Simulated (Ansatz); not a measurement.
The starting structures come from a database of crystals and need not be the phases stable at ambient conditions.

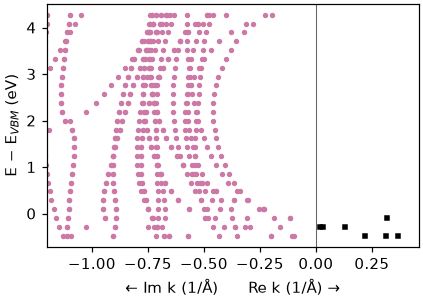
Fig. 1. Complex bands at the centre of the two-dimensional zone; r2SCAN (Ansatz, a program for electronic structure)

The gap is the functional's own. No spin-orbit coupling. Mid-gap values are interpolated on the energy grid.

### Question
This is KNaLaNbO5 (P4/nmm, not sure to be the ambient phase, 18 atoms a cell, 16.0 Å³ an atom, -4 GPa at this level) along the normal of (100). Read off the slowest decay at the centre of the two-dimensional zone at 2.00 eV, the computed energy nearest the middle of the gap.

### Answer
κ ≈ 0.46 1/Å, a decay length 1/(2κ) of the density of 1.1 Å.
